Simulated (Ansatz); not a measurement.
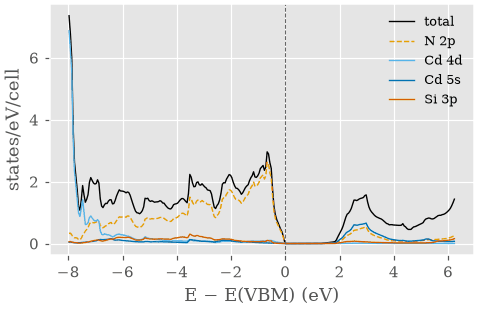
Total and projected density of states of CdSiN$_{2}$ in space group R-3m (No. 166; Cd on 3a, Si on 3b, N on 6c), DFT-PBEsol in the program Ansatz with PAW potentials

Q: Which orbitals carry the states next to the gap?

A: Top 1 eV of the valence band: N 2p 88 %. Bottom 1 eV of the conduction band: Cd 5s 38 %, N 2p 26 %, N 2s 17 %, Si 3p 7 %, outside the projected shells 8 %. Projections are on Löwdin-orthogonalised atomic valence shells; empty p or d shells of many metals are not among them.

The start of the workflow was typed in or built on a structure type; neither database checked (COD, Materials Project) lists it. Whether it is the stable phase at ambient conditions was not checked. The cell was relaxed with PBEsol under the symmetry of its start; its stability against distortions is not shown here. Scalar-relativistic: spin–orbit coupling is off unless named, which matters more the heavier the elements.

Potentials: the later of the program's two PAW sets.
